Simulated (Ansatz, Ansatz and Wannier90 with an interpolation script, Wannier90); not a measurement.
## InP (F-43m): what limits a Wannier interpolation of GW

Wanted: errors and cost of interpolated bands of InP (F-43m) under coarser or faulty settings.

Calculated with Wannier90 4.0.3; maximally localised Wannier functions from the overlaps of r2SCAN states (plane waves, PAW).

The database entry behind the starting cell differs from later determinations by our own check (0.1 to 0.3 % short, probably kX units), so it need not match the best structure at ambient conditions.

## (1) The structure

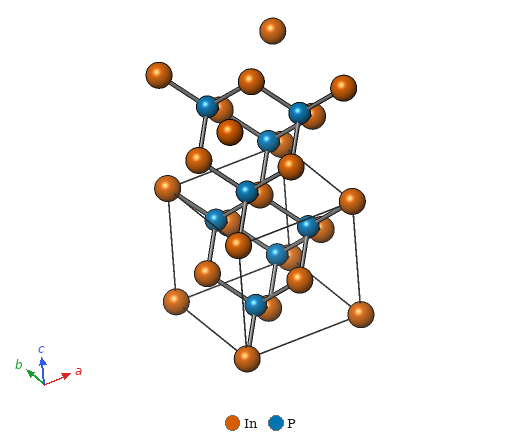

The starting structure, seen from a free direction (indium orange, phosphorus blue). 1×1×2 cells are drawn. This picture shows the conventional cell, with its axes. Bonds to atoms that aren't drawn are left out. Some periodic images of atoms are drawn too.

The cell and positions come from the Crystallography Open Database and are kept as given unless a step says otherwise.

## (2) Wannier model on 16×16×16, by Wannier90

Localised functions give a small Hamiltonian that interpolates between mesh points at no cost.

Input file w.win:

```
num_iter = 1200
conv_tol = 1.0e-8
conv_window = 5
dis_num_iter = 4000
dis_conv_tol = 1.0e-8
dis_mix_ratio = 0.7
write_hr = true
use_ws_distance = false
num_print_cycles = 50
! ansatz wannier90 interface
! projections by site (counted from 0) and shell: 0 5S, 0 5P, 1 3P
! states of the run's bands (counted from 1): 1-17
num_bands = 17
num_wann  = 7
dis_win_min = 0.79
dis_win_max = 18.26
dis_froz_min = 0.79
dis_froz_max = 10.98
guiding_centres = true

begin unit_cell_cart
Ang
                      0.0                   2.9305                   2.9305
                   2.9305                      0.0                   2.9305
                   2.9305                   2.9305                      0.0
end unit_cell_cart

begin atoms_frac
In                       0.0                      0.0                      0.0
P                       0.75                     0.75                     0.75
end atoms_frac

mp_grid = 16 16 16

[... the mesh's points ...]
```

Command:

```console
OMP_NUM_THREADS=1 mpirun -n 8 wannier90.x w > wannier90.x.log
```

Numbers of over 12 decimals in the logs are rounded to 6 here.

The program printed:

```text
TEM
                                    ------

                              Lattice Vectors (Ang)
                    a_1     0.000000   2.930500   2.930500
                    a_2     2.930500   0.000000   2.930500
                    a_3     2.930500   2.930500   0.000000

                   Unit Cell Volume:      50.33327  (Ang^3)

                        Reciprocal-Space Vectors (Ang^-1)
                    b_1    -1.072033   1.072033   1.072033
                    b_2     1.072033  -1.072033   1.072033
                    b_3     1.072033   1.072033  -1.072033

 *----------------------------------------------------------------------------*
 |   Site       Fractional Coordinate          Cartesian Coordinate (Ang)     |
 +----------------------------------------------------------------------------+
 | in   1   0.00000   0.00000   0.00000   |    0.00000   0.00000   0.00000    |
 | p    1   0.75000   0.75000   0.75000   |    4.39575   4.39575   4.39575    |
 *----------------------------------------------------------------------------*
                                ------------
                                K-POINT GRID
                                ------------

             Grid size = 16 x 16 x 16      Total points = 4096

 *---------------------------------- MAIN ------------------------------------*
 |  Number of Wannier Functions               :                 7             |
 |  Number of Objective Wannier Functions     :                 7             |
 |  Number of input Bloch states              :                17             |
 |  Output verbosity (1=low, 5=high)          :                 1             |
 |  Timing Level (1=low, 5=high)              :                 1             |
 |  Optimisation (0=memory, 3=speed)          :                 3             |
 |  Length Unit                               :               Ang             |
 |  Post-processing setup (write *.nnkp)      :                 F             |
 |  Using Gamma-only branch of algorithms     :                 F             |
 *----------------------------------------------------------------------------*
 *------------------------------- WANNIERISE ---------------------------------*
 |  Total number of iterations                :              1200             |
 |  Number of CG steps before reset           :                 5             |
 |  Trial step length for line search         :             2.000             |
 |  Convergence tolerence                     :         0.100E-07             |
 |  Convergence window                        :                 5             |
 |  Iterations between writing output         :                50             |
 |  Iterations between backing up to disk     :               100             |
 |  Write r^2_nm to file                      :                 F             |
[...]
Sum of centres and spreads ( 13.187250, 13.187250, 13.187250 )    30.48141225

      0     0.305E+02     0.0000000000       30.4814122545       7.36  <-- CONV
        O_D=      0.5137800 O_OD=      7.0382730 O_TOT=     30.4814123 <-- SPRD
 ------------------------------------------------------------------------------
 Cycle:      1
[...]
Sum of centres and spreads ( 13.187250, 13.187250, 13.187250 )    30.08906536

      1    -0.392E+00     0.2023291868       30.0890653560       7.41  <-- CONV
        O_D=      0.4649284 O_OD=      6.6947777 O_TOT=     30.0890654 <-- SPRD
 Delta: O_D= -0.4885158E-01 O_OD= -0.3434953E+00 O_TOT= -0.3923469E+00 <-- DLTA
 ------------------------------------------------------------------------------
 Cycle:     50
[...]
Sum of centres and spreads ( 13.187250, 13.187250, 13.187250 )    29.38266429

     50    -0.207E-04     0.0020575733       29.3826642935       9.30  <-- CONV
        O_D=      0.4909251 O_OD=      5.9623799 O_TOT=     29.3826643 <-- SPRD
 Delta: O_D= -0.1063500E-05 O_OD= -0.1962883E-04 O_TOT= -0.2069233E-04 <-- DLTA
 ------------------------------------------------------------------------------
 Cycle:    100
[...]
Sum of centres and spreads ( 13.187250, 13.187250, 13.187250 )    29.38251858

    100    -0.184E-07     0.0000991715       29.3825185839      11.13  <-- CONV
        O_D=      0.4904741 O_OD=      5.9626852 O_TOT=     29.3825186 <-- SPRD
 Delta: O_D= -0.2554817E-06 O_OD=  0.2370876E-06 O_TOT= -0.1839409E-07 <-- DLTA
 ------------------------------------------------------------------------------

             <<<     Delta < 1.000E-08  over  5 iterations     >>>
             <<< Wannierisation convergence criteria satisfied >>>

 Final State
[...]
WF centre and spread    6  (  4.395750,  4.395750,  4.395750 )     2.94434022
  WF centre and spread    7  (  4.395750,  4.395750,  4.395750 )     2.94434022
  Sum of centres and spreads ( 13.187250, 13.187250, 13.187250 )    29.38251857

         Spreads (Ang^2)       Omega I      =    22.929359289
        ================       Omega D      =     0.490473932
                               Omega OD     =     5.962685350
    Final Spread (Ang^2)       Omega Total  =    29.382518572
 ------------------------------------------------------------------------------

 Writing checkpoint file w.chk... done

 *---------------------------------------------------------------------------*
 |                               PLOTTING                                    |
 *---------------------------------------------------------------------------*

 *===========================================================================*
 |                             TIMING INFORMATION                            |
 *===========================================================================*
 |    Tag                                                Ncalls      Time (s)|
 |---------------------------------------------------------------------------|
 |kmesh: get                                        :         1         0.961|
 |overlap: read                                     :         1         5.213|
 |dis: main                                         :         1         7.372|
 |wann: main                                        :         1         3.951|
 |plot: main                                        :         1         0.307|
 *---------------------------------------------------------------------------*
 All done: wannier90 exiting
```

The job ended after 22 s (8 MPI ranks of Arm Neoverse V2, shared host; 2.9 min of CPU time).

This step gave:

- gauge-invariant spread: 22.93 Å²
- diagonal spread: 0.4905 Å²
- off-diagonal spread: 5.963 Å²
- total spread: 29.38 Å²
- disentanglement steps: 411
- r.m.s. interpolation error: 7.95e-4 eV
- r.m.s. error near the gap: 0.001050 eV

Near the gap the model misses directly solved bands by 1.0 meV r.m.s. and by 5 meV at most in the window tested. This tests the starting bands, not the corrections carried with them.

## (3) Wannier model on 16×16×16, by the program's own minimiser

This step: maximally localised Wannier functions, r2SCAN, plane waves, PAW.

Input file input.yaml:

```yaml
crystal:
  lattice:
    - [0.0, 2.9305, 2.9305]
    - [2.9305, 0.0, 2.9305]
    - [2.9305, 2.9305, 0.0]
  atoms:
    - { symbol: In, position: [0.0, 0.0, 0.0] }
    - { symbol: P, position: [0.75, 0.75, 0.75] }
kpoints:
  mp_grid: { grid: [8, 8, 8] }
hamiltonian:
  xc: r2scan
scf:
  occupations: { method: fixed }
  n_extra_bands: 30
output:
  wannier:
    kmesh: [16, 16, 16]
    projections:
      - { species: In, l: s, shell: 5 }
      - { species: In, l: p, shell: 5 }
      - { species: P, l: p, shell: 3 }
    minimise: true
    write_hr: true
    seedname: w
    conv_tol: 1.0e-06
    max_iter: 20000
    stability_check: false
    disentanglement:
      window: [0.79, 18.26]
      frozen_window: [0.79, 10.98]
      conv_tol: 1.0e-08
```

Command:

```console
ansatz run input.yaml --threads 12 --pin off --max-ram 22118MiB --backend cpu --events-out ev --progress --plain --runs-dir out
```

The program printed:

```text
scf.n_extra_bands = 30 over 9 filled bands (N_el = 18.0): the run solves 39 bands
Engine: ansatz 0.2.0, aarch64-unknown-linux-gnu
Pseudopotentials: kind: paw
Pseudopotential: In, paw, valence charge 13, recommended cutoff 500 eV (meta_gga), In.paw.azcp
Pseudopotential: P, paw, valence charge 5, recommended cutoff 500 eV (meta_gga), P.paw.azcp
Functional definition: r2SCAN
  parameter k0 = 0.174
  parameter k1 = 0.065
  parameter a1 = 4.9479
  exchange = r2scan_x(k0 = k0, k1 = k1, a1 = a1)
  correlation = r2scan_c
Crystal: 2 atoms, lattice volume = 50.333 Å³
Basis set: ecut = 500 eV, 1243 PW (Γ), exchange–correlation on 128×128×128 points (64 copies of the dense FFT grid, shifted against one another)
Bands: 39, of which v1, the nominal top of the filled ones, is band 9 counted from 1 (8 counted from 0)
Symmetry: 24 space group operations
Space group: F-43m (ITA 216), of the structure as read, at distance tolerance 3.7e-5 Å
k-points: 29 of 512 (time reversal used)
Non-local potential: In, projectors of the file, l = 0: 2, l = 1: 2, l = 2: 2, l = 3: 2
Non-local potential: P, projectors of the file, l = 0: 2, l = 1: 2, l = 2: 2
PAW form: soft (Blöchl's): semilocal exchange-correlation on the pseudo side does not see the compensation charge
PAW frozen core: In, regenerated for the run's functional (the file was generated under x = pbe(κ = 0.804, μ = 0.219515), c = pbe(β = 0.066725))
PAW frozen core: P, regenerated for the run's functional (the file was generated under x = pbe(κ = 0.804, μ = 0.219515), c = pbe(β = 0.066725))
PAW one-centre angular grid: In, 590 points (default); XC on 289 of its mesh's 2783 points in the sphere
[...]
NSCF: frozen V_eff on 148 k-points
the Wannier pass solved 148 of the 4096 points of its mesh, and has the states at the others by symmetry: states obtained by the crystal's operations at points that were solved too leave a residual of 4.02e-13 eV (read by the count's bands and the next), within 5.56e-6 eV
SCF converged after 6 iterations
Free energy (F): -6371.731918 eV
Harris-Foulkes:  -6371.731918 eV  (|F-HF|=8.08e-9)
Internal energy: -6371.731918 eV  (E = F + TS)
E sigma→0 (E₀):  -6371.731918 eV
Fermi energy:    6.818116 eV
--- Per-component energies (eV) ---
  E_band       = -61.673914
  E_kinetic    = 313.442069
  E_local      = -1399.735362  (includes V_loc(G=0)·N_el)
  E_nonlocal   = 401.603107
  E_hartree    = 553.311770
  E_xc         = -259.120759
  E_vxc        = -171.402638  (∫ρ·V_xc dr)
  E_paw        = -4761.399169  (= ΣΔE_a)
  E_vpaw       = -322.426940  (= ΣTr[D̂ρ^β])
  E_aug_tail   = 0.000008  (compensation charges beyond the density's cutoff)
  E_vtau       = 10.225330  (kinetic-family band-sum trace: ∫τ·v_τ [+ j·A + Jᵃ·Aᵃ] dr)
  E_ewald      = -1220.708286
  E_core_change = 0.874704  (= ΣΔE_core)
  E_smearing   = -0.000000  (= −TS)
  E_closure    = -0.000000  (closes the sum)
  Σ components = -6371.731918   (vs F -6371.731918, Δ=0.00e0)
--- Band table (eV; the first three rows and the last of 29) ---
  k-point 0: bands = [... 5 lower, -5.1810, 6.8181, 6.8181, 6.8181, 7.9828, 11.2448, 11.2448, 11.2448, ... 26 higher]
  k-point 1: bands = [... 5 lower, -4.9929, 5.3208, 6.6266, 6.6266, 8.8609, 11.4155, 11.5328, 11.5328, ... 26 higher]
  k-point 2: bands = [... 5 lower, -4.4696, 3.3314, 6.2420, 6.2420, 8.9924, 11.9669, 11.9669, 12.5706, ... 26 higher]
  k-point 28: bands = [... 5 lower, -2.6196, 1.1051, 3.7580, 3.8165, 11.3931, 11.6049, 12.8531, 13.3959, ... 26 higher]
Wannier search: line search 1 of at most 20000: gauge-dependent spread (as the search counts it) 7.1586431 Å², largest recent change 3.9e-1 Å² against conv_tol 1.0e-6 Å², 0 stops escaped
```

It took 15 s on 12 threads; peak memory 3.9 GiB; 1.7 min of CPU time.

Reading the cycles: dr2 is the Hartree energy of the density residual (eV), the measure of convergence; HF is the Harris–Foulkes estimate of the energy, which meets the free energy F at convergence.

This step gave:

| Item | Value |
| --- | --- |
| gauge-invariant spread | 22.93 Å² |
| diagonal spread | 0.4907 Å² |
| off-diagonal spread | 5.962 Å² |
| total spread | 29.38 Å² |
| least projectability | 0.2269 |
| localisation steps | 85 |
| disentanglement steps | 370 |
| r.m.s. interpolation error | 7.97e-4 eV |
| r.m.s. error near the gap | 0.001053 eV |

Near the gap the model misses directly solved bands by 1.1 meV r.m.s. and by 5 meV at most in the window tested. This tests the starting bands, not the corrections carried with them.

Frozen up to 4.16 eV; above it the model need not follow the bands. The electronic bands at the labelled points (eV, zero at the valence-band top; v1 is the highest filled band, c1 the lowest empty one):

| point | v3 | v2 | v1 | c1 | c2 | c3 | c4 |
| --- | --- | --- | --- | --- | --- | --- | --- |
| Γ | 0.00 | 0.00 | 0.00 | 1.16 | 4.43 | 4.43 | 4.43 |
| X | -5.88 | -2.41 | -2.41 | 2.01 | 2.54 | 10.29 | 10.29 |
| U | -5.72 | -3.42 | -2.01 | 2.64 | 4.78 | 8.12 | 8.84 |
| jump to K | -5.72 | -3.42 | -2.01 | 2.64 | 4.78 | 8.12 | 8.84 |
| Γ | 0.00 | 0.00 | 0.00 | 1.16 | 4.43 | 4.43 | 4.43 |
| L | -5.88 | -1.01 | -1.01 | 1.86 | 5.28 | 5.28 | 7.66 |
| W | -5.71 | -3.06 | -3.00 | 4.58 | 4.79 | 6.04 | 8.25 |
| X | -5.88 | -2.41 | -2.41 | 2.01 | 2.54 | 10.29 | 10.29 |

The same for Kohn-Sham, solved directly:

| point | v3 | v2 | v1 | c1 | c2 | c3 | c4 |
| --- | --- | --- | --- | --- | --- | --- | --- |
| Γ | 0.00 | 0.00 | 0.00 | 1.16 | 4.43 | 4.43 | 4.43 |
| X | -5.88 | -2.41 | -2.41 | 2.01 | 2.54 | 9.88 | 10.29 |
| U | -5.72 | -3.42 | -2.01 | 2.64 | 4.75 | 8.00 | 8.02 |
| K | -5.72 | -3.42 | -2.01 | 2.64 | 4.75 | 8.00 | 8.02 |
| Γ | 0.00 | 0.00 | 0.00 | 1.16 | 4.43 | 4.43 | 4.43 |
| L | -5.88 | -1.01 | -1.01 | 1.86 | 5.15 | 5.15 | 7.55 |
| W | -5.71 | -3.06 | -3.00 | 4.58 | 4.79 | 6.04 | 6.58 |
| X | -5.88 | -2.41 | -2.41 | 2.01 | 2.54 | 9.88 | 10.29 |

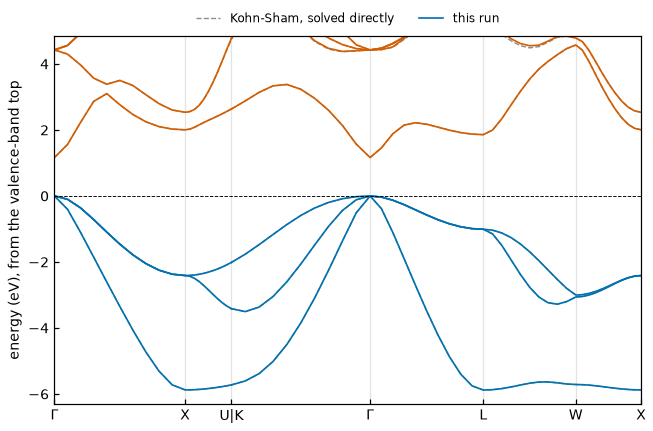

Electronic bands along the path; lines of filled and empty bands in two colours; dashed: Kohn-Sham, solved directly.

(Continued in part 2 of 2.)

[Paths, hosts, dates, memory and timing lines, banners, echoed tables and standing remarks are left out of the program output.]

[Logs are printed without paths, hosts, clocks, repeated set-up lines and the standing remarks that a program may print on its own settings, such as how far it seeks lower states.]

[Runs of the session that timed out or met a known fault of the program may be left out.]

[Hosts, paths, dates, database ids (printed as entryN), source tags and the programs' standing remarks are cut or masked in the printed files.]
